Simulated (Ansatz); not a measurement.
A series of calculations on CHFOSi

## 1. Relaxation

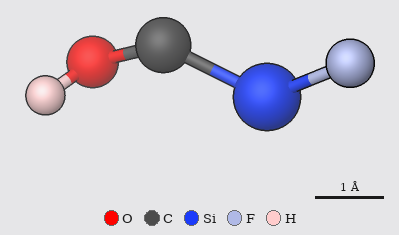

Starting structure of CHFOSi. The picture is a ball-and-stick view, seen at a tilt.

The run prepares an end point of a later path (torsion) calculation, from a guessed geometry.

Level of theory: RKS PBE/def2-SVP in Ansatz.

The input:
```yaml
crystal:
  periodic: [false, false, false]
  atoms:
    - { symbol: O, position_ang: [0.58927, 1.42145, 0.34728] }
    - { symbol: C, position_ang: [-0.07017, 0.27013, 0.42258] }
    - { symbol: Si, position_ang: [0.08645, -1.20741, -0.45024] }
    - { symbol: F, position_ang: [-0.71334, -2.57814, -0.15736] }
    - { symbol: H, position_ang: [0.10779, 2.09397, -0.16226] }
basis:
  gaussian: { orbitals: def2-SVP }
hamiltonian:
  xc: pbe
relax:
  f_tol: 0.015
  max_steps: 40
output:
  orbitals: {}
```

Run as
```bash
ansatz run input.yaml --threads 1 --pin off --max-ram 2048MiB --backend cpu --events-out ev --progress --plain --runs-dir out
```

Question: Where does the relaxation end?

Answer: The largest move after the best rigid fit is that of F4, 0.26 Å. By element the largest moves are F 0.26 Å, Si 0.25 Å, C 0.24 Å, O 0.15 Å, H 0.10 Å. Some distances before and after: Si3–F4 1.614 → 1.657 Å, O1–C2 1.329 → 1.289 Å, C2–Si3 1.723 → 1.763 Å, O1–H5 0.971 → 0.992 Å. Among the angles between lasting bonds that change: O1–C2–Si3 132.0° → 148.8°, C2–Si3–F4 126.3° → 110.1°. The energy falls by 24.5 kJ/mol in 9 geometry steps. Largest force component: 1.5 eV/Å at the start, 0.0091 eV/Å at the end. Cost: 30 s on 1 thread of Arm Neoverse N1 (shared host), peak memory 0.16 GiB.

The structure at the end:

```xyz
5

O     0.4945    1.4171    0.4571
C     0.0541    0.2288    0.2225
Si    0.2697   -1.3300   -0.5720
F    -0.8505   -2.4137   -0.0111
H     0.0321    2.0978   -0.0965
```

After the run, drawn alike:

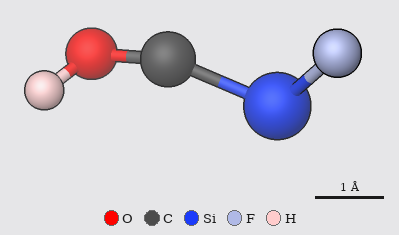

## 2. Relaxation

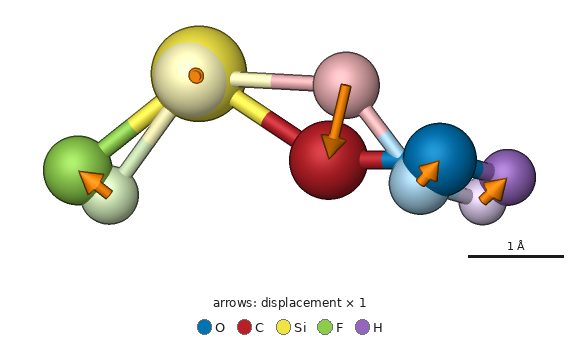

This is a relaxation of CHFOSi. The starting structure is drawn faded, the final one solid; orange arrows show the displacements, at their true length. The two geometries are superimposed by the best rigid fit.

Style: ball-and-stick. Shown at a tilt.

The run prepares an end point of a later path (torsion) calculation, from a guessed geometry.

Computed with RKS PBE/def2-SVP in Ansatz. Set-up: no spin polarisation; force threshold 0.015 eV/Å; at most 40 steps.

### Describe the change and its energy.

Over 19 accepted moves (23 points after the start) the energy falls by 36.4 kcal/mol. The largest force component goes from 4.3 to 0.0044 eV/Å. The line search rejected the trial steps at points 8, 14, 17, 21 of the run. The largest move after the best rigid fit is that of the C atom, 0.82 Å. Largest moves by element: C 0.82 Å, F 0.43 Å, H 0.38 Å, O 0.33 Å, Si 0.16 Å. Some distances before and after: F–Si 1.614 → 1.656 Å, C–O 1.329 → 1.289 Å, C–Si 1.723 → 1.763 Å, H–O 0.971 → 0.992 Å. Among the angles between lasting bonds that change: O–C–Si 132.0° → 148.8°, C–Si–F 126.3° → 110.1°. Groups turn about C–Si by about 165°, C–O by about 160°. Cost: 72 s on 1 thread of Arm Neoverse N1, on a shared host, peak memory 0.16 GiB.

## 3. Path

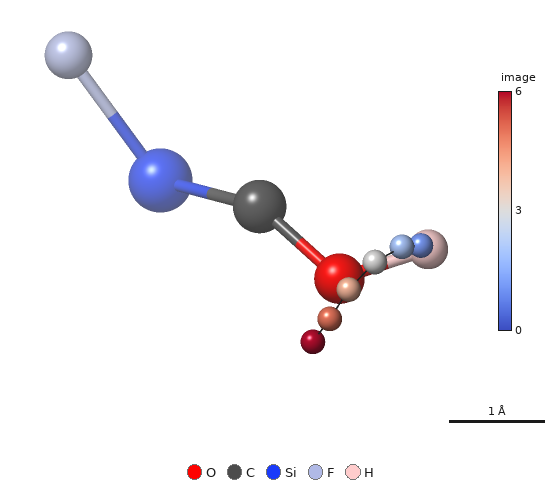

A nudged-elastic-band calculation for CHFOSi. Images are numbered from 0 (start) to 6 (end). The start is drawn whole; smaller spheres mark the moving atoms (H) in the later images, joined by lines and coloured by the number of the image. A ball-and-stick model, seen from a free direction.

Computed with RKS PBE/def2-SVP (Ansatz 0.2.0). Set-up: 5 movable images; climbing image; force threshold 0.05 eV/Å; iteration limit 60; starting path by image-dependent pair potential.

**Describe the path and its energy.**

The motion is a rotation about the C–Si bond by about 20°, with a turn of about 160° about C–O. No bond forms or breaks between the ends. Among the angles between lasting bonds that change up to the highest image: C–Si–F 110.1° → 118.2°, O–C–Si 148.8° → 141.4°. The two ends have the same energy, and the highest point, image 3, lies 0.80 eV above the start. The band converged in 5 iterations, with a climbing image at the top.

Cost: 63 s on 1 thread of Arm Neoverse N1, on a shared host, peak memory 0.12 GiB.
